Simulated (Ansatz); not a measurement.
# AlAsH$_{6}$O: what the fields show

The calculation's input:

```
crystal:
  periodic: [false, false, false]
  atoms:
    - {symbol: Al, position_ang: [-1.012047, -0.682242, 0.336622]}
    - {symbol: O, position_ang: [-1.010356, 1.117983, 0.021225]}
    - {symbol: H, position_ang: [-1.525561, -1.526577, -0.900855]}
    - {symbol: H, position_ang: [-1.213445, -1.048794, 1.858036]}
    - {symbol: H, position_ang: [0.242630, 0.712151, -0.091155]}
    - {symbol: As, position_ang: [1.585269, -0.544780, 0.022674]}
    - {symbol: H, position_ang: [-1.341564, 1.452612, -0.817690]}
    - {symbol: H, position_ang: [2.264954, 0.494774, 0.884026]}
    - {symbol: H, position_ang: [2.010222, 0.024775, -1.312784]}
basis:
  gaussian: {orbitals: def2-TZVPP}
hamiltonian: {xc: pbe0, dispersion: d4}
output: {orbitals: {seedname: orbitals}}
```

Launched as:

```sh
ansatz run in.yaml --threads 4 --pin off --events-out ev --progress --plain --max-ram 9574MiB
```

A transition-state structure; geometry: PBE0-D4/def2-TZVP.

Method: RKS PBE0-D4/def2-TZVPP (Ansatz 0.2.0).

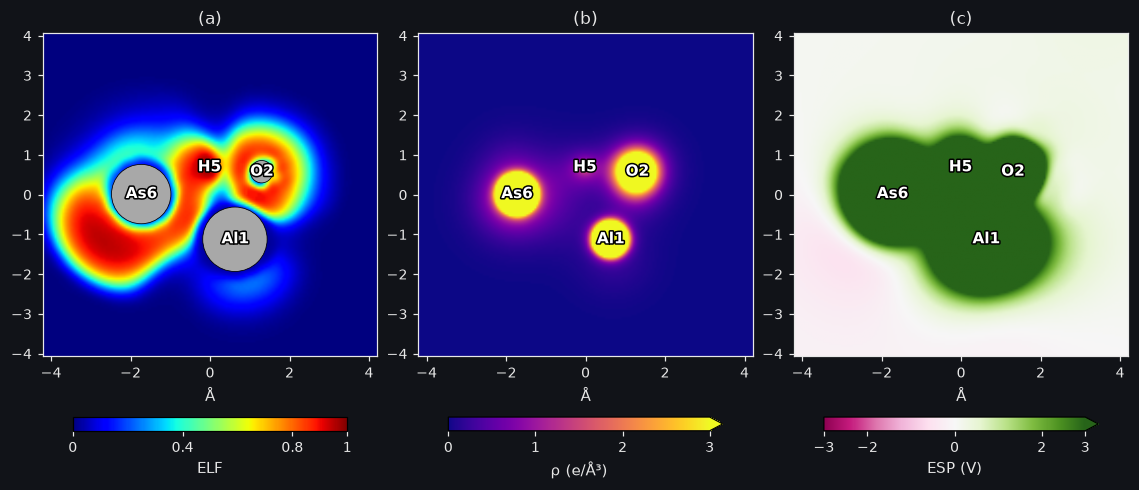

Figure 1. (a) ELF; (b) total electron density; (c) electrostatic potential on the plane of atoms O2, Al1 and H5. Grey discs cover the atomic cores in the ELF map.

Interpret the plot.

Answer. Atoms in the plane: Al, O, H and As.
Al–O (1.83 Å): ρ at the midpoint is about 0.68 e/Å³; the ELF peaks at about 0.90 in the valence shell of O, 0.7 Å from its nucleus, and is about 0.45 at the midpoint.
Al–As (2.62 Å): the density is about 0.37 e/Å³ at the midpoint, with its minimum of 0.25 e/Å³ about 0.9 Å from Al; the ELF peaks at about 0.85 between the atoms (a covalent bond).
Outside the dense part of the molecule the potential is most negative (−0.5 V) near As6.

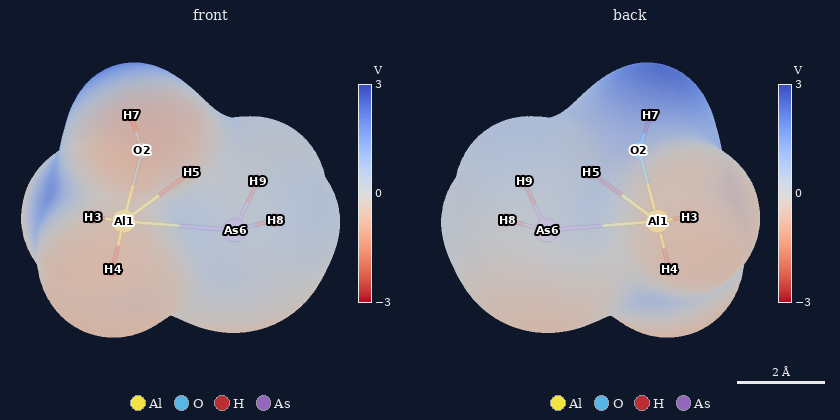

Figure 2. The electrostatic potential painted on the density surface at 0.001 e/bohr³, seen from the front and from behind; the colour scale runs from red (negative) to blue (positive).

Which sites attract a positive test charge, and which a negative one?

Answer. A positive charge is drawn to the negative regions and a negative charge to the positive ones. The most negative region (about −0.8 V) lies over O2, the most positive (about +2.3 V) over H7.

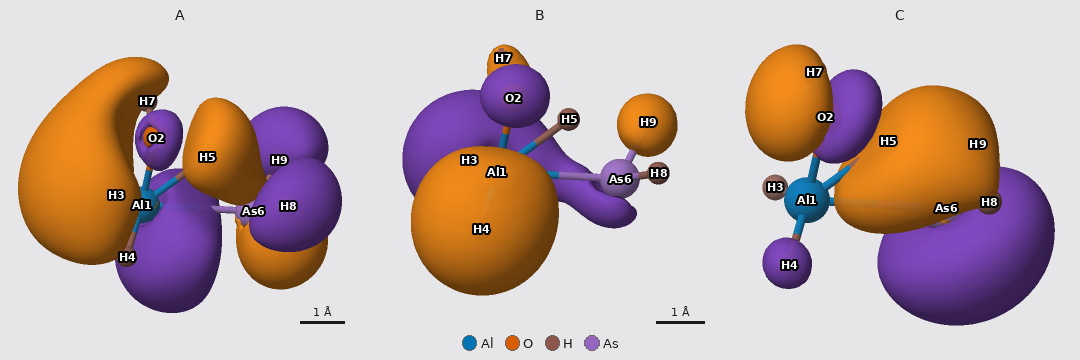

Figure 3. Three frontier orbitals at ±0.06 Å⁻³ᐟ² (orange and purple are the two phases), in no order.

Which picture is the HOMO−1, the HOMO and the LUMO?

Answer. B is the HOMO−1 (−8.35 eV). By Hirshfeld shares it lies mainly on Al1 (about 35 %), H4 (about 30 %) and H3 (about 25 %). C is the HOMO (−7.01 eV). Its weight (Hirshfeld) is mainly on As6 (about 60 %), O2 (about 20 %) and H5 (about 10 %). A is the LUMO (−0.76 eV). By Hirshfeld shares it lies mainly on Al1 (about 40 %), As6 (about 20 %), H5 (about 5 %) and H8 (about 5 %).

What is the HOMO–LUMO gap?

Answer. 6.25 eV between the orbital energies.

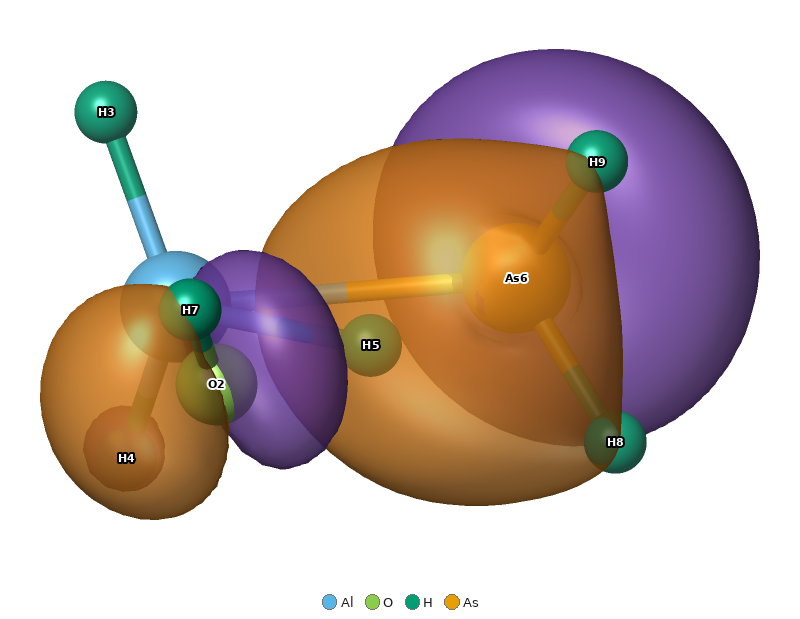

Figure 4. One frontier orbital at ±0.08 Å⁻³ᐟ² (orange and purple are the two phases), seen from one side.

Which orbital is it: HOMO or LUMO?

Answer. The HOMO, at −7.01 eV. Its weight (Hirshfeld) is mainly on As6 (about 60 %), O2 (about 20 %) and H5 (about 10 %).
